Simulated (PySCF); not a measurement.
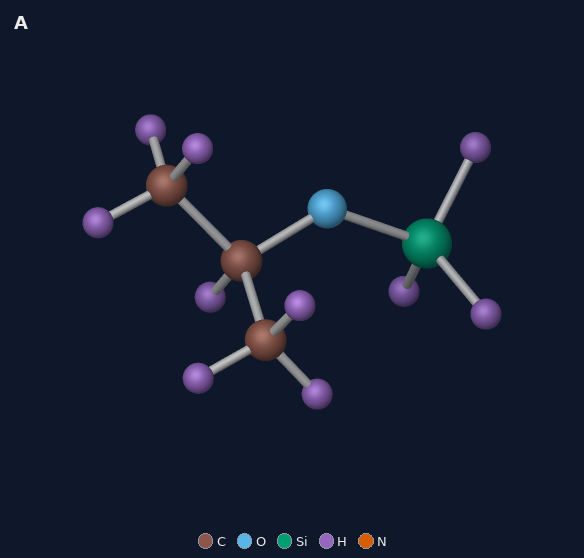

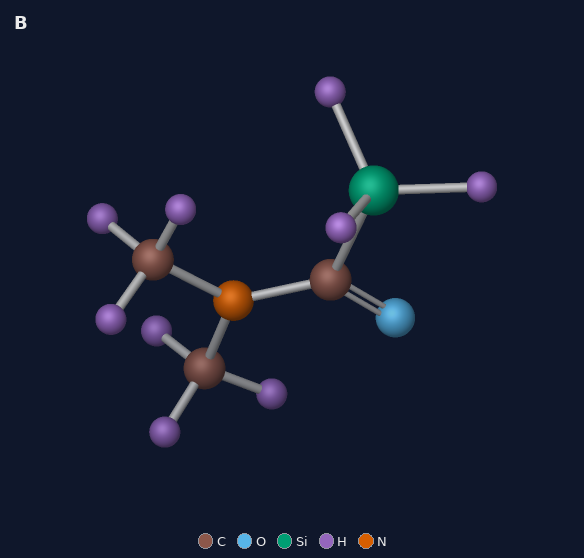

Two related species, optimised with GFN2-xTB; properties computed with PySCF 2.14.0. Both: charge 0, singlet.

Question. What are A and B?

Answer. A is C3H10OSi (CC(C)O[SiH3]), B is C3H9NOSi (CN(C)C(=O)[SiH3]).

Compare them. With PBE0/pcSseg-1: dipole moment (D), HOMO–LUMO gap (eV), HOMO energy (Kohn–Sham orbital) (eV), shielding of Si (ppm), Hirshfeld charge of Si (e), IAO charge of Si (e). With PBE0/def2-SVPD: lowest vertical singlet excitation (eV), mean static polarisability (bohr³). With GFN2-xTB: mean Si–H length (Å).

```
                               quantity      A      B
                      dipole moment (D)   1.18   3.73
                     HOMO–LUMO gap (eV)   8.55   6.87
   HOMO energy (Kohn–Sham orbital) (eV)  −7.99  −6.85
                  shielding of Si (ppm)  394.7  435.9
             Hirshfeld charge of Si (e)   0.38   0.31
                   IAO charge of Si (e)   0.87   0.54
lowest vertical singlet excitation (eV)   6.93   4.83
     mean static polarisability (bohr³)   67.9   77.8
                   mean Si–H length (Å)  1.463  1.463
```

Each is one conformer, and no frequency run is at hand to confirm it as a minimum.

The geometry is semi-empirical. Around Si such bond lengths and angles can be off by a tenth of an ångström or more and by several degrees, and values that hang on the shape move with them.
